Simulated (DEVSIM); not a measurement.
Device: illuminated Si p-on-n cell, one wavelength, at 300 K.

| layer (left to right) | material | thickness (μm) | Nd (cm⁻³) | Na (cm⁻³) | τn (s) | τp (s) | absorption coefficient (cm⁻¹) |
|---|---|---|---|---|---|---|---|
| 1 | Si | 0.710 | - | 6.1e17 | 1.6e-6 | 8.4e-6 | 1200 |
| 2 | Si | 170 | 3.1e16 | - | 3.8e-5 | 3.8e-5 | 1200 |

Left contact: ohmic, minority electron recombination velocity 80000 cm/s. Right contact: ohmic, minority hole recombination velocity 300 cm/s. Voltage is applied to the left contact. Recombination: SRH at mid-gap, radiative, Auger. Light enters at the left, 5.8e16 photons cm⁻² s⁻¹, one pass, no reflection. Mobility is μmin + (μ − μmin)/(1 + (N/Nref)^α).

Constants are typed, rounded textbook-type inputs, not results; the design itself was drawn at random and stands for no fabricated device. Values at 300 K.

| parameter | Si |
|---|---|
| gap (eV) | 1.124 |
| affinity (eV) | 4.05 |
| permittivity | 11.7 |
| Nc (cm⁻³) | 2.86e19 |
| Nv (cm⁻³) | 3.1e19 |
| μn (cm²/Vs) | 1417 |
| μp (cm²/Vs) | 470 |
| μn,min | 52 |
| μp,min | 45 |
| Nref,n | 9.7e16 |
| Nref,p | 2.2e17 |
| αn | 0.68 |
| αp | 0.72 |
| B (cm³/s) | 4.7e-15 |
| Cn (cm⁶/s) | 2.8e-31 |
| Cp (cm⁶/s) | 9.9e-32 |

DEVSIM, 1D drift-diffusion, Boltzmann statistics, complete ionisation; no tunnelling, impact ionisation, image-force lowering or self-heating.

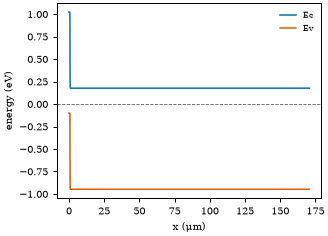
Fig. 1. Band edges at zero bias, in the dark

Energies count from the Fermi level of the right contact; mesh points crowd at the junctions.

```
x (μm)   Ec (eV)  Ev (eV)  n (cm⁻³)  p (cm⁻³)  field (V/cm)
-------  -------  -------  --------  --------  ------------
0.000      1.022   -0.102       190    6.1e17           ≈ 0
0.03845    1.022   -0.102       190    6.1e17           ≈ 0
0.1282     1.022   -0.102       190    6.1e17           ≈ 0
0.3550     1.022   -0.102       190    6.1e17           ≈ 0
0.6186     1.022   -0.102       190    6.1e17           ≈ 0
0.6887     1.021   -0.103       200    5.7e17         -3400
0.7193     0.877   -0.247     52000    2.2e15        -81000
0.8039     0.368   -0.756    1.9e13   6200000        -40000
1.0000     0.177   -0.947    3.1e16      3800           -61
1.522      0.176   -0.948    3.1e16      3700           ≈ 0
2.824      0.176   -0.948    3.1e16      3700           ≈ 0
8.576      0.176   -0.948    3.1e16      3700           ≈ 0
20.86      0.176   -0.948    3.1e16      3700           ≈ 0
54.40      0.176   -0.948    3.1e16      3700           ≈ 0
133.1      0.176   -0.948    3.1e16      3700           ≈ 0
156.0      0.176   -0.948    3.1e16      3700           ≈ 0
165.2      0.176   -0.948    3.1e16      3700           ≈ 0
168.7      0.176   -0.948    3.1e16      3700           ≈ 0
170.2      0.176   -0.948    3.1e16      3700           ≈ 0
170.5      0.176   -0.948    3.1e16      3700           ≈ 0
170.7      0.176   -0.948    3.1e16      3700           ≈ 0
170.7      0.176   -0.948    3.1e16      3700           ≈ 0
```
